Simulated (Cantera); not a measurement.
A closed system holds: 1 mol BCl3, 0.27 mol NH3, equilibrated at 97.5 Torr.

These are equilibrium values from Cantera (NASA tables, ideal gas, pure condensed phases), not measurements of a reactor. Candidate condensed phases: B, BN, NH4Cl; 21 gas species. The tables' values for BCl2, BCl are old estimates; treat these amounts as uncertain. Gases not in the tables: BHCl2. The numbers say what is thermodynamically allowed, not how fast it happens.

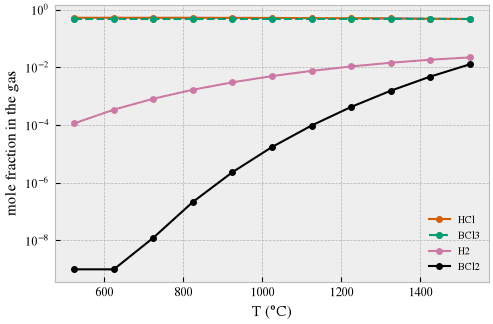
Equilibrium gas composition (values under 1e-9 drawn at 1e-9)

Task: Read off the mole fractions at 1025 °C.

Result: HCl about 0.52, BCl3 about 0.48, H2 about 0.0050, BCl2 about 1.7e-5.
